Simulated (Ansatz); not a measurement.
# WS2: stress in a strained cell

WS2 is deformed so: zz strain of +2 %. What stress and forces result, by LAPW, PAW and all-electron datasets made for the crystal?

Program: Ansatz 0.2.0. Level of theory: DFT LDA, scalar-relativistic. These are calculated values, not measurements.

## Step 1: Starting point

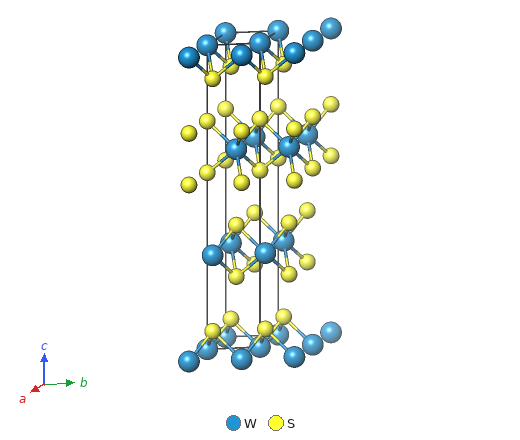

Start, viewed slightly off an axis; tungsten blue, sulfur yellow. 2×2×1 cells are drawn. Atoms on the faces are drawn again on the opposite ones. The cell drawn here is the conventional one.

As a file:

```xyz
3
Lattice="1.5790 0.9116 6.1633 -1.5790 0.9116 6.1633 0.0000 -1.8233 6.1633" Properties=species:S:1:pos:R:3 pbc="T T T"
W     0.0000    0.0000    0.0000
S     0.0000    0.0000   13.8730
S     0.0000    0.0000   10.7427
```

Atoms are numbered in the order of the input: W1, S2, S3.

## Step 2: The deformed structure

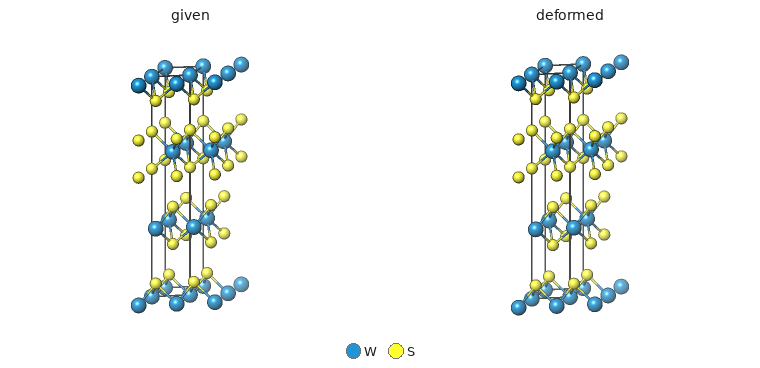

Given and deformed, at one scale.

Space group R3m before, R3m after.

## Step 3: Full-potential LAPW

input.yaml reads:

```yaml
crystal:
  lattice:
    - [1.5790003843, 0.9116362969, 6.2865966]
    - [-1.5790003843, 0.9116362969, 6.2865966]
    - [0.0, -1.8232725938, 6.2865966]
  atoms:
    - { symbol: W, position: [0.0, 0.0, 0.0] }
    - { symbol: S, position: [0.7503, 0.7503, 0.7503] }
    - { symbol: S, position: [0.581, 0.581, 0.581] }
kpoints:
  mp_grid: { grid: [13, 13, 13] }
  band_path:
    path:
      - [0.0, 0.0, 0.0]
      - [0.5, 0.5, 0.5]
      - [0.8193142128, 0.1806857872, 0.5]
      - [0.5, -0.1806857872, 0.1806857872]
      - [0.5, 0.0, 0.0]
      - [0.0, 0.0, 0.0]
      - [0.3403428936, -0.3403428936, 0.0]
      - [0.6596571064, 0.0, 0.3403428936]
      - [0.5, 0.0, 0.5]
    npoints: 5
scf:
  occupations: { method: fermi_dirac, width: 0.08 }
hamiltonian:
  xc: lda
  pseudopotentials: { kind: all_electron, lapw: { basis_error: 0.0005 } }
output:
  forces: true
  stress: true
  eigenvalues: true
```

The run is started by

```console
ansatz run input.yaml --threads 1 --pin off --max-ram 6144MiB --backend cpu --events-out ev --progress --plain --runs-dir out
```

The program printed, cut to the lines that bear on the results:

```text
LAPW: plane waves up to 9.000 Å⁻¹, error target 5.0e-4 eV per atom; small_component_spin mean_spin; S in spheres of 1.040 Å, 14 of its electrons in bands, Dirac shells []; W in spheres of 1.371 Å, 44 of its electrons in bands, Dirac shells []
[...]
Pseudopotentials: kind: all_electron
Pseudopotential: W, LAPW, valence charge 44, Koelling and Harmon's equation, gaussian nucleus
Pseudopotential: S, LAPW, valence charge 14, Koelling and Harmon's equation, gaussian nucleus
Functional definition: SPW92
[...]
Crystal: 3 atoms, lattice volume = 54.296 Å³
Basis set: ecut = 308.60716809209515 eV, 685 PW (Γ), FFT grids on a1−a3, a2−a3, a3, exchange–correlation at level 2
Bands: 44, of which v1, the nominal top of the filled ones, is band 36 counted from 1 (35 counted from 0)
Symmetry: 6 space group operations
Space group: R3m (ITA 160), of the structure as read, at distance tolerance 3.8e-5 Å
k-points: 231 of 2197 (time reversal used)
[...]
SCF iter   1: F=—  HF=-460611.008840 eV  |F-HF|=—  |Δ(HF+E_count)|=         —  Δρ=3.65e-2  dr2=8.29e-1  ethr=1.15e-3  ⟨swp⟩=2.0  Hψ=65270  notcnv=0
[...]
the basis was enlarged: its passes take 13.3 MiB over the memory plan, 1 of 1 planned eigensolver slots
[...]
SCF iter  10: F=-460610.586046 eV  HF=-460610.586046 eV  |F-HF|=3.96e-9  |Δ(HF+E_count)|=   4.60e-8  Δρ=4.46e-6  dr2=1.81e-8  ethr=2.98e-10  ⟨swp⟩=2.0  Hψ=28430  notcnv=0
[...]
NSCF: frozen V_eff on 41 k-points
SCF converged after 10 iterations
Free energy (F): -460610.586046 eV
[...]
E sigma→0 (E₀):  -460610.586033 eV
Entropy (-TS):   -0.000027 eV (-0.009 meV/atom)
Fermi energy:    13.983096 eV
[...]
--- Forces (eV/Å), atoms counted from 1 ---
  atom   1  W     -0.00000000    -0.00000000    -0.55620061
  atom   2  S     -0.00000000    -0.00000000    -0.57255364
  atom   3  S      0.00000000     0.00000000     1.12874209
[...]
--- Stress (GPa, compression-positive) ---
       -5.719964       0.000000      -0.000000
       -0.000000      -5.719964       0.000000
       -0.000000      -0.000000      -9.089412
  P = ⅓ Tr σ = -6.8431 GPa (-68.431 kbar)
--- Band table (eV; the first three rows and the last of 231) ---
[...]
```

It took 4.4 min on 1 thread of Arm Neoverse V2, shared host; peak memory 1.2 GiB.

Read from it: pressure -6.84 GPa; gap 1.06 eV; largest force 1.129 eV/Å.

## Step 4: Frozen-core PAW

input.yaml reads:

```yaml
crystal:
  lattice:
    - [1.5790003843, 0.9116362969, 6.2865966]
    - [-1.5790003843, 0.9116362969, 6.2865966]
    - [0.0, -1.8232725938, 6.2865966]
  atoms:
    - { symbol: W, position: [0.0, 0.0, 0.0] }
    - { symbol: S, position: [0.7503, 0.7503, 0.7503] }
    - { symbol: S, position: [0.581, 0.581, 0.581] }
kpoints:
  mp_grid: { grid: [13, 13, 13] }
scf:
  occupations: { method: fermi_dirac, width: 0.08 }
hamiltonian:
  xc: lda
  pseudopotentials: { kind: paw }
output:
  forces: true
  stress: true
  eigenvalues: true
  efg: { contact_densities: true }
```

The run is started by

```console
ansatz run input.yaml --threads 1 --pin off --max-ram 6144MiB --backend cpu --events-out ev --progress --plain --runs-dir out
```

The program printed, cut to the lines that bear on the results:

```text
[...]
W: output.efg is read without spin–orbit coupling, which moves field gradients at and beside such atoms by some per cent and up to a factor of two; PAW files take it under magnetization.noncollinear and magnetization.spin_orbit
[...]
Pseudopotentials: kind: paw
Pseudopotential: W, paw, valence charge 14, recommended cutoff 420 eV (normal)
Pseudopotential: S, paw, valence charge 6, recommended cutoff 420 eV (normal)
[... 1 set-up line as earlier in the session ...]
[...]
Crystal: 3 atoms, lattice volume = 54.296 Å³
Basis set: ecut = 420 eV, 1029 PW (Γ), FFT grids on a1−a3, a2−a3, a3
Bands: 17, of which v1, the nominal top of the filled ones, is band 13 counted from 1 (12 counted from 0)
[... 2 set-up lines as earlier in the session ...]
k-points: 231 of 2197 (time reversal used)
[...]
--- Stress (GPa, compression-positive) ---
       -5.775024       0.000000       0.000000
        0.000000      -5.775024       0.000000
        0.000000       0.000000      -9.120612
  P = ⅓ Tr σ = -6.8902 GPa (-68.902 kbar)
--- PAW observables at the nuclei: V_zz in 10²¹ V/m², potentials from the cell's mean, atoms counted from 1 ---
  atom   1  W  V_zz =   -15.748141   η = 0.0000   by run symmetry: allowed
            electrostatic potential = -14805.832773 V   contact ρ = 8788639.546578 e/Å³
  atom   2  S  V_zz =    -4.376474   η = 0.0000   by run symmetry: allowed
            electrostatic potential = -1638.399882 V   contact ρ = 19607.237221 e/Å³
  atom   3  S  V_zz =    -3.581147   η = 0.0000   by run symmetry: allowed
            electrostatic potential = -1638.374374 V   contact ρ = 19607.798305 e/Å³
--- Band table (eV; the first three rows and the last of 231) ---
  k-point 0: bands = ["-63.4222", "-27.7046", "-27.5093", "-27.5093", "-4.3139", "-2.4526", "3.6019", "7.8046", "7.8046", "9.0174", "9.0174", "9.4588", "9.8085", "13.3256", "13.3256", "13.5966", "13.5966"]
[...]
```

Wall time 17 s (1 thread of Arm Neoverse V2, shared host); peak memory 0.53 GiB.

Result: pressure -6.89 GPa; gap on the k mesh 1.06 eV (an odd mesh misses the zone boundary); largest force 1.131 eV/Å; Vzz W1 -15.75 (η = 0.00), S2 -4.38 (η = 0.00), S3 -3.58 (η = 0.00) (10²¹ V/m²).

## Step 5: All-electron PAW on datasets made for the crystal

Changes to input.yaml since step 4:

```diff
@@ -15,3 +15,3 @@
   xc: lda
-  pseudopotentials: { kind: paw }
+  pseudopotentials: { kind: all_electron, datasets: crystal }
 output:
```

The run is started by

```console
ansatz run input.yaml --threads 1 --pin off --max-ram 6144MiB --backend cpu --events-out ev --progress --plain --runs-dir out
```

The program printed, cut to the lines that bear on the results:

```text
[...]
band count auto-derived: 15 (N_el = 18.0; filled up to band 9; 13 by the electrons, moments and atoms)
W: output.efg is read without spin–orbit coupling, which moves field gradients at and beside such atoms by some per cent and up to a factor of two; PAW files take it under magnetization.noncollinear and magnetization.spin_orbit
[...]
[... 1 set-up line as earlier in the session ...]
Pseudopotential: W, paw, valence charge 28, recommended cutoff 360 eV (normal), Koelling and Harmon's equation, gaussian nucleus
Pseudopotential: S, paw, valence charge 6, recommended cutoff 360 eV (normal), Koelling and Harmon's equation, gaussian nucleus
[... 1 set-up line as earlier in the session ...]
[...]
Crystal: 3 atoms, lattice volume = 54.296 Å³
Basis set: ecut = 360 eV, 817 PW (Γ), FFT grids on a1−a3, a2−a3, a3
Bands: 15, of which v1, the nominal top of the filled ones, is band 9 counted from 1 (8 counted from 0)
[...]
       -5.722748       0.000000      -0.000000
        0.000000      -5.722748      -0.000000
       -0.000000       0.000000      -9.091754
  P = ⅓ Tr σ = -6.8458 GPa (-68.458 kbar)
  It holds what live shells' own plane waves past their cutoff add
--- PAW observables at the nuclei: V_zz in 10²¹ V/m², potentials from the cell's mean, atoms counted from 1 ---
  atom   1  W  V_zz =   -15.427487   η = 0.0000   by run symmetry: allowed
            electrostatic potential = -14799.807937 V   contact ρ = 8784003.667111 e/Å³
  atom   2  S  V_zz =    -4.382710   η = -0.0000   by run symmetry: allowed
            electrostatic potential = -1635.148038 V   contact ρ = 19624.992888 e/Å³
  atom   3  S  V_zz =    -3.586523   η = 0.0000   by run symmetry: allowed
            electrostatic potential = -1635.137494 V   contact ρ = 19625.554651 e/Å³
--- Band table (eV; the first three rows and the last of 231) ---
  k-point 0: bands = ["-1.7705", "0.0907", "6.1398", "10.3466", "10.3466", "11.5597", "11.5597", "11.9975", "12.3477", "15.8660", "15.8660", "16.1363", "16.1363"]
[...]
```

Run time: 64 s. Hardware: 1 thread of Arm Neoverse V2, shared host; peak memory 1.4 GiB.

Read from it: pressure -6.85 GPa; gap on the k mesh 1.06 eV (an odd mesh misses the zone boundary); largest force 1.129 eV/Å; Vzz W1 -15.43 (η = 0.00), S2 -4.38 (η = 0.00), S3 -3.59 (η = 0.00) (10²¹ V/m²).

## Step 6: Side by side

Stress (GPa, compression positive):

```csv
method,xx,yy,zz,yz,xz,xy
LAPW,-5.72,-5.72,-9.09,0.00,0.00,0.00
PAW,-5.78,-5.78,-9.12,0.00,0.00,0.00
crystal datasets,-5.72,-5.72,-9.09,0.00,0.00,0.00
```

Forces (eV/Å):

```csv
atom,LAPW x,LAPW y,LAPW z,PAW x,PAW y,PAW z,crystal datasets x,crystal datasets y,crystal datasets z
W1,0.000,0.000,-0.556,0.000,0.000,-0.556,0.000,0.000,-0.556
S2,0.000,0.000,-0.573,0.000,0.000,-0.575,0.000,0.000,-0.572
S3,0.000,0.000,1.129,0.000,0.000,1.131,0.000,0.000,1.129
```

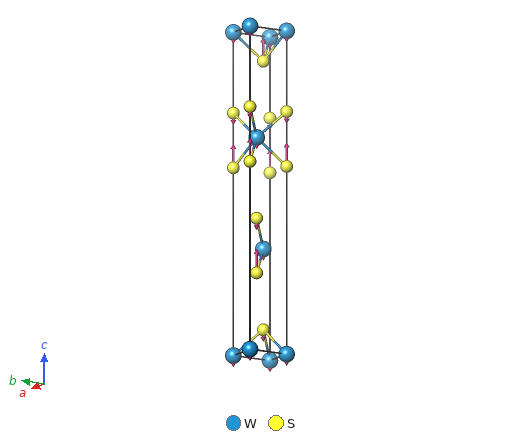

Forces of the LAPW run as arrows; the longest is 1.129 eV/Å.

| method | pressure (GPa) | gap on the k mesh (eV) | largest force (eV/Å) | Vzz W1 (10²¹ V/m²) | Vzz S2 (10²¹ V/m²) | Vzz S3 (10²¹ V/m²) | SCF cycles, all passes |
| --- | --- | --- | --- | --- | --- | --- | --- |
| LAPW | -6.84 | 1.06 | 1.129 | – | – | – | 10 |
| PAW | -6.89 | 1.06 | 1.131 | -15.75 | -4.38 | -3.58 | 8 |
| crystal datasets | -6.85 | 1.06 | 1.129 | -15.43 | -4.38 | -3.59 | 12 |

## Step 7: Summary of results

| quantity | value |
| --- | --- |
| pressure | LAPW -6.84, PAW -6.89, crystal datasets -6.85 GPa |
| largest shear or deviatoric stress (LAPW) | 2.25 GPa |

What this shows: The largest part of the stress beyond the pressure is 2.25 GPa in size, in the zz component; the atoms are carried along and not relaxed. No run of the undeformed cell stands beside it, so the pressure holds what the given cell had before the change. PAW: stress within 0.06 GPa of LAPW, forces within 3 meV/Å. Crystal datasets: stress within 0.01 GPa of LAPW, forces within 1 meV/Å. Spin-orbit coupling is left out, though the cell holds W; in elements this heavy it can shift bands and gaps by tenths of an eV.
